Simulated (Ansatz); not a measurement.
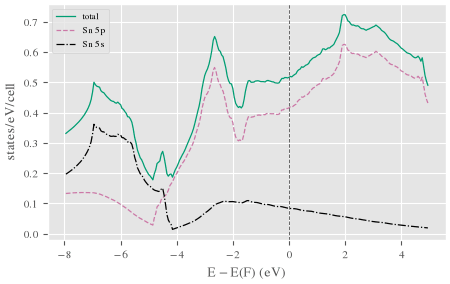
Total and projected density of states of Sn (body-centred tetragonal, I4/mmm), the program Ansatz at the LDA level (PAW)

**Question.** Which orbitals carry the states next to the Fermi level?

**Answer.** Within 0.5 eV of the Fermi level: Sn 5p 80 %, Sn 5s 16 %. Projections are on Löwdin-orthogonalised atomic valence shells; empty p or d shells of many metals are not among them.

**Question.** Where is the tallest occupied peak in this window, and what makes it?

**Answer.** Near -2.6 eV, about 0.65 states/eV per cell; the largest projected share is Sn 5p.

This is a known high-pressure phase of the composition, computed here at zero pressure and temperature. The cell was relaxed with LDA under the symmetry of its start. At this level the phase is mechanically unstable. Scalar-relativistic: spin–orbit coupling is off unless named, which matters more the heavier the elements.

Potentials: the earlier of the program's two PAW sets. The files were generated under PBE; for other functionals the program regenerates the frozen cores, and for LDA and PBEsol the local potential too.
